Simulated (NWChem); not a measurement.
# BrCl (bromine chloride): BP86/aug-cc-pVDZ

What is the electronic atomisation energy of BrCl (bromine chloride) at BP86/aug-cc-pVDZ? 

The calculation is run with NWChem 7.3.0.

2 further runs of the same task are left out: 2 that didn't finish.

## (1) Starting point

BrCl has 2 atoms, charge 0, and is taken as a singlet. SMILES: `ClBr`. Geometry: the measured bond length.

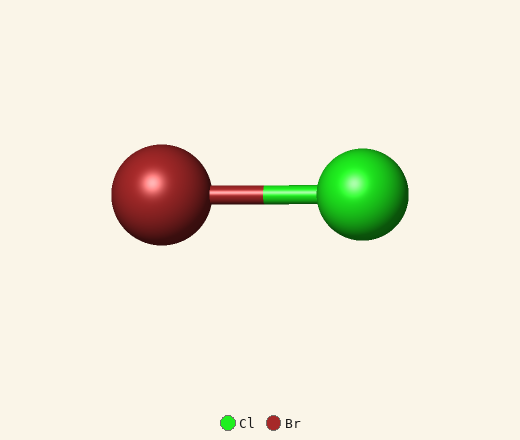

Viewed from a chosen angle; chlorine green, bromine red.

## (2) The energy at BP86/aug-cc-pVDZ

Contents of geom.nw:

```
start geom
title "BrCl BP86"
memory stack 880 mb heap 220 mb global 1100 mb
charge 0

geometry units angstroms noautosym nocenter noautoz
Cl       0.000000       0.000000       0.000000
Br       0.000000       0.000000       2.136065
end

basis spherical bse
* library aug-cc-pVDZ
end

dft
xc becke88 perdew86
mult 1
grid fine
convergence energy 1e-08
maxiter 100
mulliken
print low
end

task dft energy
```

Command:

```bash
$ nwchem geom.nw > geom.out
```

What it wrote:

```text
[...]
 d= 0,ls=0.0,diis     1  -3034.6012718921 -3.18D+03  8.86D-03  3.70D-01     5.4
[...]
 d= 0,ls=0.0,diis    10  -3034.6308812107 -2.39D-10  1.02D-07  7.93D-11    30.5
         Total DFT energy =    -3034.630881210652
      One electron energy =    -4509.296104445959
           Coulomb energy =     1447.082819150517
    Exchange-Corr. energy =     -119.819694238445
 Nuclear repulsion energy =      147.402098323235
[...]
      Total Density - Mulliken Population Analysis
     ---------------------------------------------
    Atom       Charge   Shell Charges
 -----------   ------   -------------------------------------------------------
    1 Cl  17    17.19   2.00  2.04  0.98  0.97  0.04  6.01  3.02  2.00  0.05  0.03  0.05
    2 Br  35    34.81   2.00  2.00  2.04  1.13  0.80  0.01  6.00  6.01  2.64  2.07  0.06  9.94  0.11  0.00
[...]
```

Wall time 31 s (1 thread of AMD EPYC 9R45 (Zen 5), shared host); peak memory 0.11 GiB.

## (3) The Br atom at the same level

Contents of br.nw:

```
start br
title "Br energy"
memory total 2200 mb
geometry units bohr noautosym nocenter noautoz
   Br   0.00000000   0.00000000   0.00000000
end
basis spherical bse
   Br library aug-cc-pVDZ
end
dft
   xc becke88 perdew86
   mult 2
   grid fine
   convergence energy 1e-08
   maxiter 100
   mulliken
   noprint "final vectors analysis"
end
task dft energy
```

Run the same way, it converges to -2574.35639 Eh (log not shown).

## (4) The Cl atom

Contents of input.nw:

```
start input
memory 2200 mb
geometry noautosym nocenter noautoz
  Cl     0.000000     0.000000     0.000000
end
basis "ao basis" spherical bse
  * library aug-cc-pVDZ
end
dft
  xc becke88 perdew86
  mult 2
  grid fine
  convergence energy 1e-08
  iterations 100
  mulliken
  noprint "final vectors analysis"
end
task dft
```

Run the same way, it converges to -460.18440 Eh (log not shown).

## (5) Results

Level: BP86/aug-cc-pVDZ.

```
                     quantity           value
       molecule: total energy  -3034.63088 Eh
        Br atom: total energy  -2574.35639 Eh
                Br atom: ⟨S²⟩           0.751
        Cl atom: total energy   -460.18440 Eh
                Cl atom: ⟨S²⟩           0.752
electronic atomisation energy        2.451 eV
```

In words: Taking the molecule apart into free atoms costs 2.45 eV (57 kcal/mol), before zero-point energy and without spin-orbit coupling.
